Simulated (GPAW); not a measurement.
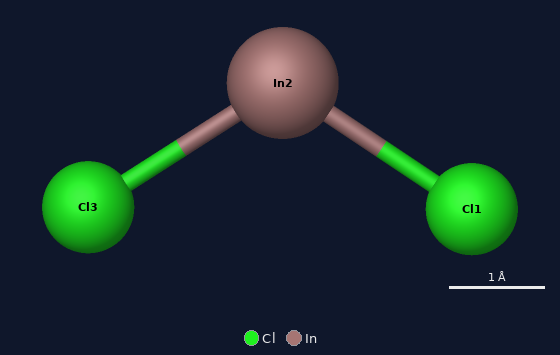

Fig. 1: The structure (ball-and-stick view, seen on its broad side; atoms are numbered from 1 in the order of the input). Sticks mark near contacts. Bond lengths as drawn: Cl–In 2.39 to 2.43 Å.

**Property calculation, with input and output: InCl2**

- system: InCl2, multiplicity 2, SMILES [Cl][In][Cl]
- method: PBE/real-space grid, UKS, dispersion D3(0), scalar-relativistic datasets (GPAW 26.7.0)

The atoms were displaced at random from an optimised geometry. Figures and captions count atoms from 1; the log counts them from 0 in places.

### The input (molecule.py)
```python
import numpy as np
from ase import Atoms
from ase.calculators.mixing import SumCalculator
from ase.units import Debye
from dftd3.ase import DFTD3
from gpaw import GPAW
from gpaw.analyse.hirshfeld import HirshfeldPartitioning

# Structure
mol = Atoms('ClInCl',
    positions=[[  1.438887,   1.063405,   1.004684],
               [ -0.549409,   0.621349,  -0.251613],
               [ -0.875497,  -1.735001,  -0.767070]])
mol.center(vacuum=4.5)
mol.set_initial_magnetic_moments([1.0, 0.0, 0.0])

# Calculator
gpaw_calc = GPAW(mode='fd',
                 xc='PBE',
                 maxiter=150,
                 legacy_gpaw=True,
                 symmetry='off',
                 h=0.16,
                 occupations={'name': 'fermi-dirac', 'width': 0.0, 'fixmagmom': True},
                 txt='-')
mol.calc = SumCalculator([DFTD3(method='PBE', damping='d3zero'), gpaw_calc])

energy = mol.get_potential_energy()
print(f'Energy: {energy:.5f} eV')
forces = mol.get_forces()
print('Forces (eV/Ang)')
for symbol, f in zip(mol.symbols, forces):
    print(f'{symbol:2} {f[0]:9.4f} {f[1]:9.4f} {f[2]:9.4f}')
dipole = gpaw_calc.get_dipole_moment(mol) / Debye
print(f'Dipole = {np.linalg.norm(dipole):.3f} D')
hirshfeld = HirshfeldPartitioning(gpaw_calc)
charges = hirshfeld.get_charges()
volumes = hirshfeld.get_effective_volume_ratios()
for symbol, q, v in zip(mol.symbols, charges, volumes):
    print(f'{symbol:2} charge {q:7.3f}  volume ratio {v:6.3f}')
```

Machine: 1 thread of Arm Neoverse V2, 24 GiB of memory available, shared host.

Command:
```bash
python molecule.py
```

### Output
```
___ ___ ___ _ _ _
 |   |   |_  | | | |
 | | | | | . | | | |
 |__ |  _|___|_____|  26.7.0
 |___|_|

units:  Angstrom and eV
cores:  1
OpenMP: False

Versions:
  Python: 3.12.14
  ASE:    3.29.0
  Numpy:  2.5.5
  Scipy:  1.18.1
  Libxc:  7.0.0

        _gpaw.cpython-312-aarch64-linux-gnu.so

Input parameters:
  h: 0.16
  maxiter: 150
  mode: fd
  occupations: {fixmagmom: True,
                name: fermi-dirac,
                width: 0.0}
  symmetry: off
  xc: PBE

System changes: positions, numbers, cell, pbc, initial_charges, initial_magmoms

Initialize ...

species:
  Cl:
    name:    Chlorine
    Z:       17.0
    valence: 7
    core:    10
    charge:  0.0  # [|e|]
    file:    Cl.PBE.gz
    compensation charges:
      type: gauss
      rc: 0.25  # [Å]
      lmax: 2
    cutoffs:
      filter: 1.40  # [Å]
      core: 1.49  # [Å]
    projectors
    | kind |    occ | energy [eV] | rcut [Å] |
    |------|--------|-------------|----------|
    |   3s |  2.000 |     -20.689 |    0.794 |
    |   3p |  5.000 |      -8.594 |    0.794 |
    |    s |        |       6.523 |    0.794 |
    |    p |        |      18.617 |    0.794 |
    |    d |        |       0.000 |    0.794 |

    Using partial waves for Cl as LCAO basis

  In:
    name:    Indium
    Z:       49.0
    valence: 13
    core:    36
    charge:  0.0  # [|e|]
    file:    In.PBE.gz
    compensation charges:
      type: gauss
      rc: 0.36  # [Å]
      lmax: 2
    cutoffs:
      filter: 2.09  # [Å]
      core: 2.48  # [Å]
    projectors
    | kind |    occ | energy [eV] | rcut [Å] |
    |------|--------|-------------|----------|
    |   5s |  2.000 |      -8.203 |    1.185 |
    |   5p |  1.000 |      -2.521 |    1.244 |
    |   4d | 10.000 |     -18.629 |    1.148 |
    |    s |        |      19.008 |    1.185 |
    |    p |        |      24.691 |    1.244 |
    |    d |        |       8.583 |    1.148 |

    Using partial waves for In as LCAO basis

Reference energy: -185085.318452  # eV

Spin-polarized calculation.
Initial magnetic moment: 1.000000

Convergence criteria:
 Maximum [total energy] change in last 3 cyles: 0.0005 eV / valence electron
 Maximum integral of absolute [dens]ity change: 0.0001 electrons / valence electron
 Maximum integral of absolute [eigenst]ate change: 4e-08 eV^2 / valence electron
 Maximum number of scf [iter]ations: 150
 (Square brackets indicate name in SCF output, whereas a 'c' in
 the SCF output indicates the quantity has converged.)

Symmetries present (total): 1

  ( 1  0  0)
  ( 0  1  0)
  ( 0  0  1)

1 k-point (Gamma)
1 k-point in the irreducible part of the Brillouin zone
       k-points in crystal coordinates                weights
   0:     0.00000000    0.00000000    0.00000000          1/1

Wave functions: Uniform real-space grid
  Kinetic energy operator: 6*3+1=19 point O(h^6) finite-difference Laplacian
  ScaLapack parameters: grid=1x1, blocksize=None
  Wavefunction extrapolation:
    Improved wavefunction reuse through dual PAW basis

Occupation numbers: Fixed magnetic moment: 1.000
# Zero width

Eigensolver
   Davidson(niter=2)

Densities:
  Coarse grid: 72*72*68 grid
  Fine grid: 144*144*136 grid
  Total Charge: 0.000000

Density mixing:
  Method: fullspin
  Backend: msr1
  Linear mixing parameter: 0.05
  old densities: 10
  Width of damping distribution: 1.1
  Damping of long wavelength oscillations: 1  # (no daming)

Hamiltonian:
  XC and Coulomb potentials evaluated on a 144*144*136 grid
  Using the PBE Exchange-Correlation functional
  Interpolation: tri-quintic (5. degree polynomial)
  Poisson solver: FastPoissonSolver using
    Stencil: 6*3+1=19 point O(h^6) finite-difference Laplacian
    FFT axes: []
    FST axes: [np.int64(2), np.int64(0), np.int64(1)]

XC parameters: PBE with 2 nearest neighbor stencil

Memory estimate:
  Process memory now: 407.68 MiB
  Calculator: 372.32 MiB
    Density: 156.88 MiB
      Arrays: 91.98 MiB
      Localized functions: 13.36 MiB
      Mixer: 51.54 MiB
    Hamiltonian: 69.26 MiB
      Arrays: 68.34 MiB
      XC: 0.00 MiB
      Poisson: 0.00 MiB
      vbar: 0.92 MiB
    Wavefunctions: 146.18 MiB
      Arrays psit_nG: 87.61 MiB
      Eigensolver: 56.71 MiB
      Projections: 0.01 MiB
      Projectors: 1.85 MiB

Total number of cores used: 1

Number of atoms: 3
Number of atomic orbitals: 17
Number of bands in calculation: 17
Number of valence electrons: 27
Bands to converge: occupied

... initialized

Initializing position-dependent things.

Density initialized from atomic densities
Creating initial wave functions:
  17 bands from LCAO basis set

        .---------------------------.
       /|                           |
      / |                           |
     /  |                           |
    /   |                           |
   /    |                           |
  /     |                           |
 *      |                           |
 |      |             Cl            |
 |      |                           |
 |      |        In                 |
 |      |                           |
 |      |      Cl                   |
 |      .---------------------------.
 |     /                           /
 |    /                           /
 |   /                           /
 |  /                           /
 | /                           /
 |/                           /
 *---------------------------*

Atomic positions and initial magnetic moments

Positions:
   0 Cl     6.814384    7.298406    6.271754    ( 0.0000,  0.0000,  1.0000)
   1 In     4.826088    6.856350    5.015457    ( 0.0000,  0.0000,  0.0000)
   2 Cl     4.500000    4.500000    4.500000    ( 0.0000,  0.0000,  0.0000)

Unit cell:
           periodic     x           y           z      points  spacing
  1. axis:    no    11.314384    0.000000    0.000000    72     0.1571
  2. axis:    no     0.000000   11.798406    0.000000    72     0.1639
  3. axis:    no     0.000000    0.000000   10.771754    68     0.1584

  Lengths:  11.314384  11.798406  10.771754
  Angles:   90.000000  90.000000  90.000000

Effective grid spacing dv^(1/3) = 0.1598

iter:   1 00:00:05    -8.341210                   +1.0026
iter:   2 00:00:08    -8.191114   -0.34  -1.03    +1.0025
iter:   3 00:00:11    -7.724839   +0.02  -1.06    +1.0011
iter:   4 00:00:14    -7.767821   -0.58  -1.45    +1.0004
iter:   5 00:00:17    -7.776955   -0.83  -1.79    +0.9999
iter:   6 00:00:20    -7.777140c  -1.53  -2.34    +1.0000
iter:   7 00:00:23    -7.777412c  -2.04  -2.61    +1.0000
iter:   8 00:00:26    -7.777442c  -2.54  -3.09    +1.0000
iter:   9 00:00:29    -7.777524c  -2.90  -3.25    +1.0000
iter:  10 00:00:32    -7.777521c  -3.43  -3.49    +1.0000
iter:  11 00:00:36    -7.777530c  -3.76  -3.75    +1.0000
iter:  12 00:00:39    -7.777531c  -4.24  -4.00    +1.0000
iter:  13 00:00:42    -7.777533c  -4.40  -4.47c   +1.0000
iter:  14 00:00:45    -7.777533c  -4.88  -4.39c   +1.0000
iter:  15 00:00:49    -7.777533c  -5.19  -4.38c   +1.0000
iter:  16 00:00:52    -7.777534c  -5.46  -4.60c   +1.0000
iter:  17 00:00:55    -7.777534c  -5.80  -4.89c   +1.0000
iter:  18 00:00:58    -7.777534c  -6.01  -5.20c   +1.0000
iter:  19 00:01:02    -7.777534c  -6.40  -5.18c   +1.0000
iter:  20 00:01:05    -7.777534c  -6.58  -5.41c   +1.0000
iter:  21 00:01:08    -7.777534c  -6.82  -5.59c   +1.0000
iter:  22 00:01:12    -7.777534c  -7.13  -5.47c   +1.0000
iter:  23 00:01:15    -7.777534c  -7.34  -5.40c   +1.0000
iter:  24 00:01:18    -7.777534c  -7.52c -5.66c   +1.0000

Converged after 24 iterations.

Dipole moment: (-0.376411, 0.471537, -0.162948) |e|*Ang

Total magnetic moment: (0.000000, 0.000000, 1.000000)
Local magnetic moments:
   0 Cl ( 0.000000,  0.000000,  0.095707)
   1 In ( 0.000000,  0.000000,  0.199645)
   2 Cl ( 0.000000,  0.000000,  0.099363)

Energy contributions relative to reference atoms: (reference = -185085.318452)

Kinetic:        +18.002601
Potential:      -18.159401
External:        +0.000000
XC:              -7.994132
Entropy (-ST):   +0.000000
Local:           +0.373398
SIC:             +0.000000
--------------------------
Free energy:     -7.777534
Extrapolated:    -7.777534

Spin contamination: 0.038179 electrons
                   Up                     Down
 Band  Eigenvalues  Occupancy  Eigenvalues  Occupancy
    0    -20.76597    1.00000    -20.60845    1.00000
    1    -20.60278    1.00000    -20.44648    1.00000
    2    -20.01231    1.00000    -19.89301    1.00000
    3    -19.96129    1.00000    -19.87115    1.00000
    4    -19.95003    1.00000    -19.82505    1.00000
    5    -19.43019    1.00000    -19.27952    1.00000
    6    -19.15760    1.00000    -18.97797    1.00000
    7    -10.83929    1.00000    -10.51274    1.00000
    8     -8.94178    1.00000     -8.58103    1.00000
    9     -7.96168    1.00000     -7.87750    1.00000
   10     -7.94337    1.00000     -7.80722    1.00000
   11     -7.66810    1.00000     -7.59185    1.00000
   12     -7.56709    1.00000     -7.48228    1.00000
   13     -6.35309    1.00000     -5.57937    0.00000
   14     -2.93193    0.00000     -2.49082    0.00000
   15     -1.35784    0.00000     -0.96955    0.00000
   16     -0.80831    0.00000     -0.41134    0.00000

Fermi levels: -4.25565, -5.96623

Energy: -7.79002 eV

Forces in eV/Ang:
  0 Cl   -0.10241    0.05506   -0.07917
  1 In    0.11834   -0.51701    0.00127
  2 Cl   -0.01636    0.44877    0.07678

Forces (eV/Ang)
Cl   -0.1023    0.0516   -0.0796
In    0.1153   -0.5129   -0.0000
Cl   -0.0134    0.4482    0.0785
Dipole = 3.002 D
Cl charge  -0.218  volume ratio  1.048
In charge   0.452  volume ratio  0.858
Cl charge  -0.229  volume ratio  1.056
```

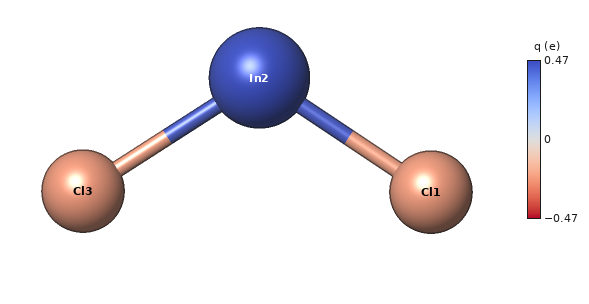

Fig. 2: Hirshfeld charges, as the colour of each atom (ball-and-stick view, seen on its broad side; atoms are numbered from 1 in the order of the input). By element: Cl −0.23 to −0.22 and In +0.45 e.

### Summary

- outcome: converged
- energy relative to the program's reference atoms: −7.7900 eV
- dispersion energy: −0.000459 hartree
- largest force: 0.526 eV/Å
- dipole moment: 3.00 D
- wall time: 83 s
- peak memory: 1.1 GiB
